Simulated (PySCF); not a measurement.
```xyz
9

La    0.0000    0.0000   -0.2884
C     2.1072   -0.0151    1.2804
H     3.0797    0.2246    0.8037
H     1.9818    0.7133    2.1079
H     2.2461   -0.9988    1.7754
C    -2.1072    0.0151    1.2804
H    -3.0797   -0.2246    0.8037
H    -1.9818   -0.7133    2.1079
H    -2.2461    0.9988    1.7754
```

Core potentials replace the inner electrons of La.

Computed with RKS PBE0, La lcecp-0-SVP with ECP47, C def2-SVP, H def2-SVP; non-relativistic Hamiltonian with scalar-relativistic core potentials where named; density fitting (PySCF 2.14.0).

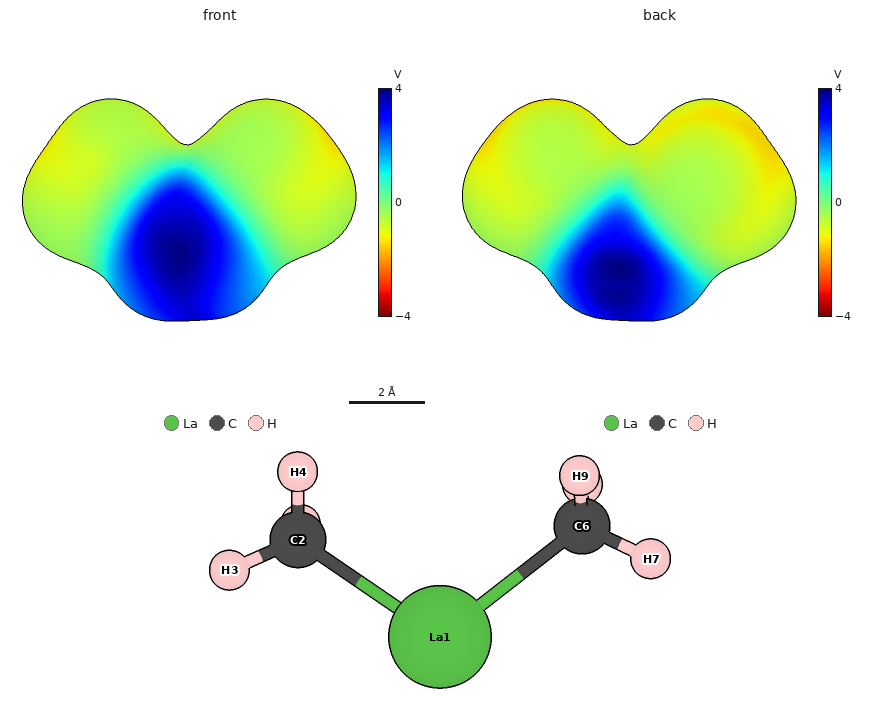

C2H6La (La(CH3)2). The electrostatic potential painted on the density surface at 0.001 e/bohr³, seen from the front and from behind; the colour scale runs from red (negative) to blue (positive). The bare structure is drawn below in the same view.

Describe the electrostatic potential map.

Answer. The most negative region (about −1.4 V) lies over C2 and C6, the most positive (about +3.9 V) over La1.

What dipole moment does the calculation give?

Answer. Its dipole moment is 6.44 D.
